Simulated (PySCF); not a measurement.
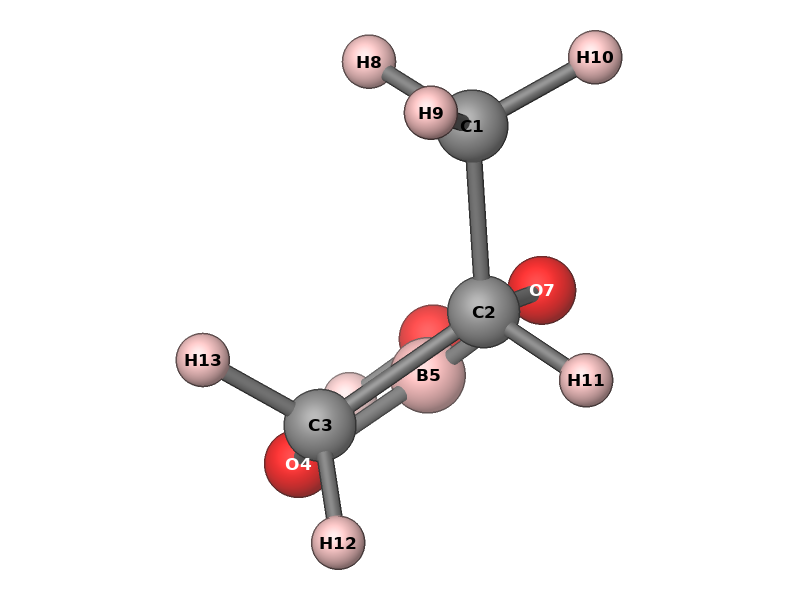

O7 lies behind C2. The molecule seen a little off the C2–O7 bond, C2 in front. Atoms fade into the background with distance from the viewer. Geometry: a frame of a GFN2-xTB molecular-dynamics simulation, not a minimum.

What is the torsion angle C1–C2–O7–B5? The sign is positive where the front bond must turn clockwise to cover the back bond.

Answer. −125°, anticlinal.
